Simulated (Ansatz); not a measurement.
**Li+ with SiNH₅: superposition error and deformation**

Aim: split the binding of a pair into the counterpoise interaction, the basis-set superposition error and the cost of deforming the fragments.

Computed with Ansatz 0.2.0, Gaussian basis. Level: PBE0-D4 structures, single points in def2-TZVPPD.

Levels: PBE-D4, revPBE-D4, BLYP-D4, r2SCAN-D4, B97M-V, PBE0-D4, B3LYP-D4, HSE06-D4, wB97X-V, wB97M-V, B2PLYP, Hartree-Fock, MP2, CCSD, CCSD(T).

Correlated methods freeze the cores. The outer core shell of Li, Na, Mg and K is correlated. B3LYP uses VWN-RPA correlation. B2PLYP carries no dispersion term here.

130 further runs of the same task are left out: 1 that didn't finish, 129 set aside as unsound or not needed.

### Step 1. The starting structure

The relaxed pair: 8 atoms, charge 1, spin multiplicity 1.

Atoms are counted from 1 here; the program's logs count them from 0.

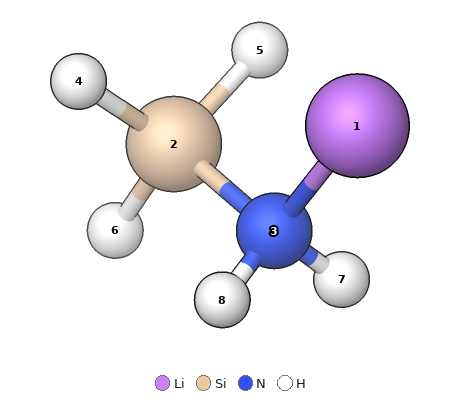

The starting geometry (lithium purple, silicon light orange, nitrogen blue, hydrogen white); atoms are numbered from 1 in the order of the file.

As a file:

```xyz
8
H5LiNSi
Li   -0.7820   -0.0728   -2.2421
Si   -0.1592    0.4233    0.8213
N     0.2973   -0.4936   -0.6679
H    -0.0011    1.8455    0.4432
H    -1.5806    0.0781    1.0474
H     0.7016    0.0429    1.9590
H     0.2431   -1.4945   -0.4807
H     1.2809   -0.3290   -0.8802
```

Atoms 1 to 1 are fragment A (Li+), the rest fragment B (SiNH₅). From earlier runs, pair energy (eV) and counterpoise interaction (meV):

```tsv
method	E(pair)	interaction
PBE-D4	-9643.46755	-1704
revPBE-D4	-9648.35247	-1657
BLYP-D4	-9649.64872	-1708
r2SCAN-D4	-9648.53992	-1624
B97M-V	-9648.66500	-1620
PBE0-D4	-9644.62906	-1741
B3LYP-D4	-9651.39812	-1750
HSE06-D4	-9644.32730	-1740
wB97X-V	-9648.45842	-1714
wB97M-V	-9648.57659	-1706
B2PLYP	-9645.62586	-1713
Hartree-Fock	-9623.12426	-1719
MP2	-9633.57932	-1641
CCSD(T)	-9634.88445	-1643
```

First each fragment is run alone in its own basis, frozen in the shape it has in the pair (a, b).

### Step 2. wB97X-V/def2-TZVPPD

The input, a/in.yaml:

```yaml
crystal:
  periodic: [false, false, false]
  atoms:
    - {symbol: Li, position_ang: [-0.781995, -0.072789, -2.242105]}
basis:
  gaussian: {orbitals: "def2-TZVPPD.json"}
total_charge: 1
hamiltonian: {xc: {name: wB97X-V}}
```

The input, b/in.yaml:

```yaml
crystal:
  periodic: [false, false, false]
  atoms:
    - {symbol: Si, position_ang: [-0.159225, 0.423331, 0.821264]}
    - {symbol: N, position_ang: [0.297268, -0.493609, -0.667907]}
    - {symbol: H, position_ang: [-0.001052, 1.845463, 0.443234]}
    - {symbol: H, position_ang: [-1.580582, 0.078098, 1.047421]}
    - {symbol: H, position_ang: [0.701626, 0.042894, 1.959027]}
    - {symbol: H, position_ang: [0.243053, -1.494479, -0.480692]}
    - {symbol: H, position_ang: [1.280907, -0.329011, -0.880242]}
basis:
  gaussian: {orbitals: "def2-TZVPPD.json"}
hamiltonian: {xc: {name: wB97X-V}}
```

The basis file named in the input lies beside it (Basis Set Exchange, JSON).

Each run has its own folder and the same command.

On the command line:

```bash
> ansatz run in.yaml --threads 2 --pin off --events-out ev --progress --plain --max-ram 5222MiB
```

Output in a:

```text
Functional definition: wB97X-V
  name "wB97X-V"
  cite "Mardirossian & Head-Gordon, Phys. Chem. Chem. Phys. 16, 9904 (2014) doi:10.1039/C3CP54374A"
  cite "Becke, J. Chem. Phys. 107, 8554 (1997) doi:10.1063/1.475007"
  cite "Vydrov & Van Voorhis, J. Chem. Phys. 133, 244103 (2010) doi:10.1063/1.3521275"
  parameter omega = 0.3/bohr
  parameter cx = 0.167
  parameter cx1 = 0.603
  parameter cx2 = 1.194
  parameter css0 = 0.556
  parameter css1 = -0.257
  parameter cos0 = 1.219
  parameter cos1 = -1.850
  parameter b = 6.0
  parameter c = 0.01
  exchange = spin_sum(e_x_unif_sr(omega)*poly(b97_u_x, 1 - cx, cx1, cx2)) + cx*exact_x_sr(omega) + exact_x_lr(omega)
  correlation = spin_sum(e_c_pw_same_spin*poly(b97_u_same, css0, css1))
      + integral(e_c_pw_opposite_spin*poly(b97_u_opposite, cos0, cos1)) + vv10(b, c)
139 factors; their error is unknown
50 factors; integrals over basis functions are off by at most 2.1e-4 eV
mean field evaluation 1: about -198.0572 eV, gradient 3.5e-1 eV
mean field evaluation 2: about -198.0572 eV, gradient 3.5e-1 eV
mean field evaluation 4: about -198.0572 eV, gradient 3.0e-2 eV
mean field evaluation 8: about -198.0572 eV, gradient 4.4e-7 eV
mean field -198.05722125 eV, -7.2784686331 hartree, gradient 4.4e-7 eV, S^2 0.000000; 0 other end points of the search recorded, 0 dependent functions left out
reference -198.05722091 eV, -7.2784686203 hartree; 1, 1 occupied and 21, 21 virtual orbitals, 139 factors
Total energy: -198.05722091 eV, -7.2784686203 hartree
```

b printed (excerpt; [...] marks lines left out):

```text
[... 5 set-up lines as earlier in the session ...]
[...]
      + integral(e_c_pw_opposite_spin*poly(b97_u_opposite, cos0, cos1)) + vv10(b, c)
789 factors; their error is unknown
239 factors; integrals over basis functions are off by at most 1.6e-5 eV
[...]
mean field -9448.68364493 eV, -347.2327194035 hartree, gradient 3.1e-5 eV, S^2 0.000000; 0 other end points of the search recorded, 0 dependent functions left out
reference -9448.68364295 eV, -347.2327193305 hartree; 13, 13 occupied and 157, 157 virtual orbitals, 789 factors
Total energy: -9448.68364295 eV, -347.2327193305 hartree
```

They took 0.35 s (a), 4.7 s (b) on 2 threads of Arm Neoverse V1, shared host.

### Step 3. wB97M-V/def2-TZVPPD

The same edit goes into each in.yaml of step 2 (a, b):

```diff
-hamiltonian: {xc: {name: wB97X-V}}
+hamiltonian: {xc: {name: wB97M-V}}
```

One command serves all of them, each in its own folder.

On the command line:

```bash
> ansatz run in.yaml --threads 2 --pin off --events-out ev --progress --plain --max-ram 5222MiB
```

a printed (excerpt; [...] marks lines left out):

```text
Functional definition: wB97M-V
  name "wB97M-V"
  cite "Mardirossian & Head-Gordon, J. Chem. Phys. 144, 214110 (2016) doi:10.1063/1.4952647"
[... 2 set-up lines as earlier in the session ...]
  # Of w^i u^j: cxij and so on, Table III.
[...]
  gx(w, u) = 1 - cx + cx01*u + cx10*w
  gss(w, u) = css00 + css04*u^4 + css10*w + css20*w^2 + css43*w^4*u^3
  gos(w, u) = cos00 + cos10*w + (cos20 + cos21*u)*w^2 + (cos60 + cos61*u)*w^6
[...]
      + integral(e_c_pw_mod_opposite_spin*gos(b97_w_opposite, b97_u_opposite)) + vv10(b, c)
139 factors; their error is unknown
50 factors; integrals over basis functions are off by at most 2.1e-4 eV
[...]
mean field -197.98566991 eV, -7.2758391695 hartree, gradient 3.9e-7 eV, S^2 0.000000; 0 other end points of the search recorded, 0 dependent functions left out
reference -197.98567899 eV, -7.2758395033 hartree; 1, 1 occupied and 21, 21 virtual orbitals, 139 factors
Total energy: -197.98567899 eV, -7.2758395033 hartree
```

b printed (excerpt; [...] marks lines left out):

```text
[... 5 set-up lines as earlier in the session ...]
  # Of w^i u^j: cxij and so on, Table III.
[...]
  gx(w, u) = 1 - cx + cx01*u + cx10*w
  gss(w, u) = css00 + css04*u^4 + css10*w + css20*w^2 + css43*w^4*u^3
  gos(w, u) = cos00 + cos10*w + (cos20 + cos21*u)*w^2 + (cos60 + cos61*u)*w^6
[...]
      + integral(e_c_pw_mod_opposite_spin*gos(b97_w_opposite, b97_u_opposite)) + vv10(b, c)
784 factors; their error is unknown
239 factors; integrals over basis functions are off by at most 1.6e-5 eV
[...]
mean field -9448.88084368 eV, -347.2399663239 hartree, gradient 3.3e-5 eV, S^2 0.000000; 0 other end points of the search recorded, 0 dependent functions left out
reference -9448.88089385 eV, -347.2399681675 hartree; 13, 13 occupied and 157, 157 virtual orbitals, 784 factors
Total energy: -9448.88089385 eV, -347.2399681675 hartree
```

Times: 0.35 s (a), 5.5 s (b) on 2 threads of Arm Neoverse V1, shared host.

### Step 4. B2PLYP/def2-TZVPPD

The same edit goes into each in.yaml of step 3 (a, b):

```diff
-hamiltonian: {xc: {name: wB97M-V}}
+hamiltonian: {xc: {name: B2PLYP}}
```

Each run has its own folder and the same command.

On the command line:

```bash
> ansatz run in.yaml --threads 2 --pin off --events-out ev --progress --plain --max-ram 5222MiB
```

a printed:

```text
Functional definition: B2PLYP
  name "B2PLYP"
  cite "Grimme, J. Chem. Phys. 124, 034108 (2006) doi:10.1063/1.2148954"
  cite "Becke, Phys. Rev. A 38, 3098 (1988) doi:10.1103/PhysRevA.38.3098"
  cite "Lee, Yang & Parr, Phys. Rev. B 37, 785 (1988) doi:10.1103/PhysRevB.37.785"
  parameter a = 0.53
  parameter c = 0.27
  exchange = (1 - a)*b88_x + a*exact_x
  correlation = (1 - c)*lyp_c + c*(mp2_os + mp2_ss)
115 factors; integrals over basis functions are off by at most 1.7e-4 eV
mean field evaluation 1: about -197.7856 eV, gradient 2.2e-1 eV
mean field evaluation 2: about -197.7856 eV, gradient 2.2e-1 eV
mean field evaluation 4: about -197.7856 eV, gradient 9.7e-5 eV
mean field evaluation 8: about -197.7856 eV, gradient 7.8e-6 eV
mean field -197.78564506 eV, -7.2684883920 hartree, gradient 7.8e-6 eV, S^2 0.000000; 0 other end points of the search recorded, 0 dependent functions left out
reference -197.78567180 eV, -7.2684893745 hartree; 1, 1 occupied and 21, 21 virtual orbitals, 115 factors
second order -0.88875546 eV of doubles, -0.00000000 eV of singles
Total energy: -198.02563577 eV, -7.2773078880 hartree
```

Output in b (excerpt; [...] marks lines left out):

```text
[... 5 set-up lines as earlier in the session ...]
[...]
950 factors; integrals over basis functions are off by at most 1.2e-3 eV
[...]
mean field -9442.70178272 eV, -347.0128900220 hartree, gradient 4.7e-6 eV, S^2 0.000000; 0 other end points of the search recorded, 0 dependent functions left out
6 core orbitals not correlated: weight in the atoms' cores, before any rotation towards them, 1.000 or more for the frozen orbitals, at most 0.000 for the correlated occupied ones
reference -9442.70193211 eV, -347.0128955119 hartree; 7, 7 occupied and 157, 157 virtual orbitals, 950 factors
second order -11.77320483 eV of doubles, -0.00000000 eV of singles
Total energy: -9445.88069742 eV, -347.1297129822 hartree
```

Times: 0.15 s (a), 3.1 s (b) on 2 threads of Arm Neoverse V1, shared host.

### Step 5. B97M-V/def2-TZVPPD

Each input of step 4 (a, b) changes in the same lines:

```diff
-hamiltonian: {xc: {name: B2PLYP}}
+hamiltonian: {xc: {name: B97M-V}}
```

One command serves all of them, each in its own folder.

On the command line:

```bash
> ansatz run in.yaml --threads 2 --pin off --events-out ev --progress --plain --max-ram 5222MiB
```

a printed (excerpt; [...] marks lines left out):

```text
Functional definition: B97M-V
  name "B97M-V"
  cite "Mardirossian & Head-Gordon, J. Chem. Phys. 142, 074111 (2015) doi:10.1063/1.4907719"
[... 2 set-up lines as earlier in the session ...]
  # Of w^i u^j: cxij and so on, Table III.
[...]
  gx(w, u) = cx00 + cx01*u + cx02*u^2 + (cx10 + cx11*u)*w
  gss(w, u) = css00 + css02*u^2 + css10*w + (css32*w^3 + css42*w^4)*u^2
  gos(w, u) = cos00 + cos01*u + cos03*u^3 + cos10*w + cos32*w^3*u^2
[...]
      + integral(e_c_pw_mod_opposite_spin*gos(b97_w_opposite, b97_u_opposite)) + vv10(b, c)
139 factors; their error is unknown
[...]
mean field -198.92348132 eV, -7.3103031035 hartree, gradient 4.7e-7 eV, S^2 0.000000; 0 other end points of the search recorded, 0 dependent functions left out
reference -198.92348931 eV, -7.3103033968 hartree; 1, 1 occupied and 21, 21 virtual orbitals, 139 factors
Total energy: -198.92348931 eV, -7.3103033968 hartree
```

Log of b (excerpt; [...] marks lines left out):

```text
[... 5 set-up lines as earlier in the session ...]
  # Of w^i u^j: cxij and so on, Table III.
[...]
  gx(w, u) = cx00 + cx01*u + cx02*u^2 + (cx10 + cx11*u)*w
  gss(w, u) = css00 + css02*u^2 + css10*w + (css32*w^3 + css42*w^4)*u^2
  gos(w, u) = cos00 + cos01*u + cos03*u^3 + cos10*w + cos32*w^3*u^2
[...]
      + integral(e_c_pw_mod_opposite_spin*gos(b97_w_opposite, b97_u_opposite)) + vv10(b, c)
779 factors; their error is unknown
[...]
mean field -9448.11841028 eV, -347.2119474132 hartree, gradient 6.6e-5 eV, S^2 0.000000; 0 other end points of the search recorded, 0 dependent functions left out
reference -9448.11846968 eV, -347.2119495958 hartree; 13, 13 occupied and 157, 157 virtual orbitals, 779 factors
Total energy: -9448.11846968 eV, -347.2119495958 hartree
```

Times: 0.3 s (a), 6 s (b) on 2 threads of Arm Neoverse V1, shared host.

### Step 6. CCSD(T)/def2-TZVPPD

The same edit goes into each in.yaml of step 5 (a, b):

```diff
-hamiltonian: {xc: {name: B97M-V}}
+correlation: {method: ccsd_t}
```

One command serves all of them, each in its own folder.

On the command line:

```bash
> ansatz run in.yaml --threads 2 --pin off --events-out ev --progress --plain --max-ram 5222MiB
```

Output in a:

```text
Functional definition: HF
  name "HF"
  cite "Fock, Z. Phys. 61, 126 (1930) doi:10.1007/BF01340294"
  parent pbe
  exchange = exact_x
  correlation = 0
115 factors; integrals over basis functions are off by at most 1.7e-4 eV
mean field evaluation 1: about -196.9117 eV, gradient 2.2e-2 eV
mean field evaluation 2: about -196.9117 eV, gradient 2.2e-2 eV
mean field evaluation 4: about -196.9117 eV, gradient 9.3e-7 eV
mean field -196.91172360 eV, -7.2363723707 hartree, gradient 9.3e-7 eV, S^2 0.000000; 0 other end points of the search recorded, 0 dependent functions left out
reference -196.91172360 eV, -7.2363723707 hartree; 1, 1 occupied and 21, 21 virtual orbitals, 115 factors
second order -0.81477337 eV of doubles, -0.00000000 eV of singles
cycle   1  -0.91492215 eV  change   -1.0e-1 eV  update   6.4e-3
cycle   2  -0.93093315 eV  change   -1.6e-2 eV  update   1.1e-3
cycle   3  -0.93078795 eV  change    1.5e-4 eV  update   9.2e-5
cycle   4  -0.93078954 eV  change   -1.6e-6 eV  update   4.4e-6
cycle   5  -0.93079010 eV  change   -5.6e-7 eV  update   7.2e-7
perturbative correction 0.00000000 eV, 0.0000000000 hartree
Total energy: -197.84251370 eV, -7.2705782759 hartree
```

Output in b (excerpt; [...] marks lines left out):

```text
[... 4 set-up lines as earlier in the session ...]
[...]
950 factors; integrals over basis functions are off by at most 1.2e-3 eV
[...]
mean field -9424.49180397 eV, -346.3436856461 hartree, gradient 1.1e-6 eV, S^2 0.000000; 0 other end points of the search recorded, 0 dependent functions left out
6 core orbitals not correlated: weight in the atoms' cores, before any rotation towards them, 1.000 or more for the frozen orbitals, at most 0.000 for the correlated occupied ones
reference -9424.49180397 eV, -346.3436856461 hartree; 7, 7 occupied and 157, 157 virtual orbitals, 950 factors
second order -9.70433344 eV of doubles, -0.00000000 eV of singles
cycle   1  -10.20210405 eV  change   -5.0e-1 eV  update   6.8e-2
[...]
cycle  10  -10.53442103 eV  change    6.6e-6 eV  update   6.7e-6
perturbative correction -0.35627988 eV, -0.0130930441 hartree
Total energy: -9435.38250488 eV, -346.7439115225 hartree
```

Times: 0.1 s (a), 15 s (b) on 2 threads of Arm Neoverse V1, shared host; peak memory 1.3 GiB.

### Step 7. Relaxing SiNH₅ alone

The input, relax-b/in.yaml:

```yaml
crystal:
  periodic: [false, false, false]
  atoms:
    - {symbol: Si, position_ang: [-0.159225, 0.423331, 0.821264]}
    - {symbol: N, position_ang: [0.297268, -0.493609, -0.667907]}
    - {symbol: H, position_ang: [-0.001052, 1.845463, 0.443234]}
    - {symbol: H, position_ang: [-1.580582, 0.078098, 1.047421]}
    - {symbol: H, position_ang: [0.701626, 0.042894, 1.959027]}
    - {symbol: H, position_ang: [0.243053, -1.494479, -0.480692]}
    - {symbol: H, position_ang: [1.280907, -0.329011, -0.880242]}
basis:
  gaussian: {orbitals: def2-TZVP}
hamiltonian: {xc: pbe0, dispersion: d4}
relax: {f_tol: 0.005, max_steps: 200}
```

On the command line:

```bash
> ansatz run in.yaml --threads 2 --pin off --events-out ev --progress --plain --max-ram 5222MiB
```

What it wrote (excerpt; [...] marks lines left out):

```text
Functional definition: PBE0
  name "PBE0"
  cite "Adamo & Barone, J. Chem. Phys. 110, 6158 (1999) doi:10.1063/1.478522"
  cite "Perdew, Burke & Ernzerhof, Phys. Rev. Lett. 77, 3865 (1996) doi:10.1103/PhysRevLett.77.3865"
[... 1 set-up line as earlier in the session ...]
[...]
643 factors; their error is unknown
[...]
mean field -9445.10745226 eV, -347.1012967467 hartree, gradient 2.2e-5 eV, S^2 0.000000; 0 other end points of the search recorded, 0 dependent functions left out
[...]
reference -9445.10747946 eV, -347.1012977464 hartree; 13, 13 occupied and 85, 85 virtual orbitals, 643 factors
relax step   1: F+E_penalty+E_count = -9445.17647682 eV  Δ(F+E_penalty+E_count) = +0.000e0 eV  max|allowed force component| = 1.844e0 eV/Å  Δτ_max = 0.0000 Å  (23 SCF iters, accepted)
[...]
reference -9445.25520525 eV, -347.1067265690 hartree; 13, 13 occupied and 85, 85 virtual orbitals, 643 factors
Total energy: -9445.32457599 eV, -347.1092758969 hartree
Atom 0 at    -0.130533     0.390956     0.801064 Å, force    -0.000141    -0.000124    -0.000758 eV/Å
Atom 1 at     0.377206    -0.528019    -0.561476 Å, force    -0.000221    -0.000104     0.000409 eV/Å
Atom 2 at     0.019932     1.829851     0.462776 Å, force     0.000179     0.000063     0.000191 eV/Å
Atom 3 at    -1.555742     0.065152     1.065883 Å, force     0.000036    -0.000118     0.000234 eV/Å
Atom 4 at     0.622936     0.151463     2.068851 Å, force    -0.000070     0.000066    -0.000001 eV/Å
Atom 5 at     0.189528    -1.517193    -0.592825 Å, force    -0.000088     0.000055     0.000059 eV/Å
Atom 6 at     1.258668    -0.319522    -1.002167 Å, force     0.000305     0.000161    -0.000135 eV/Å
Dipole moment:     0.183977    -0.196748    -0.095110 e Å
```

It took 9.5 s on 2 threads of Arm Neoverse V1, shared host.

Along the way:

```tsv
step	energy from step 1 (eV)	largest force component (eV/Å)
1	0.0000	1.8442
2	-0.0854	1.0284
3	-0.1183	0.5588
4	-0.1414	0.2559
5	-0.1475	0.0715
6	-0.1480	0.0110
7	-0.1481	0.0062
8	-0.1481	0.0008
```

Distances of close pairs at the start and the end, largest changes first:

```tsv
bond	before (Å)	after (Å)	change (Å)
Si1–N2	1.807	1.720	-0.087
Si1–H5	1.477	1.494	+0.018
N2–H7	1.020	1.007	-0.012
N2–H6	1.020	1.007	-0.012
Si1–H3	1.480	1.486	+0.006
Si1–H4	1.480	1.486	+0.006
```

### Step 8. PBE-D4/def2-TZVPPD

The input, free-b/in.yaml:

```yaml
crystal:
  periodic: [false, false, false]
  atoms:
    - {symbol: Si, position_ang: [-0.130533, 0.390956, 0.801064]}
    - {symbol: N, position_ang: [0.377206, -0.528019, -0.561476]}
    - {symbol: H, position_ang: [0.019932, 1.829851, 0.462776]}
    - {symbol: H, position_ang: [-1.555742, 0.065152, 1.065883]}
    - {symbol: H, position_ang: [0.622936, 0.151463, 2.068851]}
    - {symbol: H, position_ang: [0.189528, -1.517193, -0.592825]}
    - {symbol: H, position_ang: [1.258668, -0.319522, -1.002167]}
basis:
  gaussian: {orbitals: "def2-TZVPPD.json"}
hamiltonian: {xc: pbe, dispersion: d4}
```

On the command line:

```bash
> ansatz run in.yaml --threads 2 --pin off --events-out ev --progress --plain --max-ram 5222MiB
```

What it wrote:

```text
Functional definition: PBE
  name "PBE"
[... 2 set-up lines as earlier in the session ...]
  parameter kappa = 0.804
  parameter beta = 0.06672455060314922
  exchange = pbe_x(kappa = kappa, mu = beta*pi^2/3)
  correlation = pbe_c(beta = beta)
779 factors; their error is unknown
mean field evaluation 1: about -9435.2861 eV, gradient 6.9e1 eV
mean field evaluation 2: about -9401.8098 eV, gradient 1.2e2 eV
mean field evaluation 4: about -9444.2888 eV, gradient 3.9e0 eV
mean field evaluation 8: about -9444.3223 eV, gradient 3.1e-1 eV
mean field evaluation 16: about -9444.3224 eV, gradient 1.2e-5 eV
mean field -9444.32244975 eV, -347.0724484365 hartree, gradient 1.2e-5 eV, S^2 0.000000; 0 other end points of the search recorded, 0 dependent functions left out
reference -9444.32249126 eV, -347.0724499622 hartree; 13, 13 occupied and 157, 157 virtual orbitals, 779 factors
Total energy: -9444.40666408 eV, -347.0755432561 hartree
```

Run time: 1.4 s. Hardware: 2 threads of Arm Neoverse V1, shared host.

### Step 9. r2SCAN-D4/def2-TZVPPD

free-b/in.yaml, as its differences from that of step 8:

```diff
@@ -12,2 +12,2 @@
   gaussian: {orbitals: "def2-TZVPPD.json"}
-hamiltonian: {xc: pbe, dispersion: d4}
+hamiltonian: {xc: r2scan, dispersion: d4}
```

On the command line:

```bash
> ansatz run in.yaml --threads 2 --pin off --events-out ev --progress --plain --max-ram 5222MiB
```

What it wrote:

```text
Functional definition: r2SCAN
  name "r2SCAN"
  cite "Furness, Kaplan, Ning, Perdew & Sun, J. Phys. Chem. Lett. 11, 8208 (2020) doi:10.1021/acs.jpclett.0c02405"
  cite "Furness, Kaplan, Ning, Perdew & Sun, J. Phys. Chem. Lett. 11, 9248 (2020) doi:10.1021/acs.jpclett.0c03077"
  parent r2scan
  parameter k0 = 0.174
  parameter k1 = 0.065
  parameter a1 = 4.9479
  exchange = r2scan_x(k0 = k0, k1 = k1, a1 = a1)
  correlation = r2scan_c
779 factors; their error is unknown
mean field evaluation 1: about -9441.5412 eV, gradient 6.3e1 eV
mean field evaluation 2: about -9423.4176 eV, gradient 1.0e2 eV
mean field evaluation 4: about -9448.8915 eV, gradient 2.3e0 eV
mean field evaluation 8: about -9448.9075 eV, gradient 2.9e-2 eV
mean field evaluation 16: about -9448.8896 eV, gradient 5.6e-5 eV
mean field -9448.88960060 eV, -347.2402881348 hartree, gradient 5.6e-5 eV, S^2 0.000000; 0 other end points of the search recorded, 0 dependent functions left out
reference -9448.88961311 eV, -347.2402885943 hartree; 13, 13 occupied and 157, 157 virtual orbitals, 779 factors
Total energy: -9448.90897807 eV, -347.2410002434 hartree
```

It took 2.6 s on 2 threads of Arm Neoverse V1, shared host.

### Step 10. PBE0-D4/def2-TZVPPD

free-b/in.yaml, as its differences from that of step 9:

```diff
@@ -12,2 +12,3 @@
   gaussian: {orbitals: "def2-TZVPPD.json"}
-hamiltonian: {xc: r2scan, dispersion: d4}
+hamiltonian: {xc: pbe0, dispersion: d4}
+output: {orbitals: {seedname: orbitals}}
```

On the command line:

```bash
> ansatz run in.yaml --threads 2 --pin off --events-out ev --progress --plain --max-ram 5222MiB
```

What it wrote (excerpt; [...] marks lines left out):

```text
[... 5 set-up lines as earlier in the session ...]
  parameter a = 0.25
[... 2 set-up lines as earlier in the session ...]
  exchange = (1 - a)*pbe_x(kappa = kappa, mu = beta*pi^2/3) + a*exact_x
[... 1 set-up line as earlier in the session ...]
796 factors; their error is unknown
mean field evaluation 1: about -9439.5935 eV, gradient 5.6e1 eV
mean field evaluation 2: about -9431.2934 eV, gradient 7.9e1 eV
mean field evaluation 4: about -9445.3210 eV, gradient 1.0e0 eV
mean field evaluation 8: about -9445.3434 eV, gradient 2.9e-1 eV
mean field -9445.34346620 eV, -347.1099700991 hartree, gradient 1.9e-5 eV, S^2 0.000000; 0 other end points of the search recorded, 0 dependent functions left out
reference -9445.34349612 eV, -347.1099711986 hartree; 13, 13 occupied and 157, 157 virtual orbitals, 796 factors
Total energy: -9445.41286687 eV, -347.1125205265 hartree
```

Run time: 1.8 s. Hardware: 2 threads of Arm Neoverse V1, shared host.

[end of part 1 of 2]
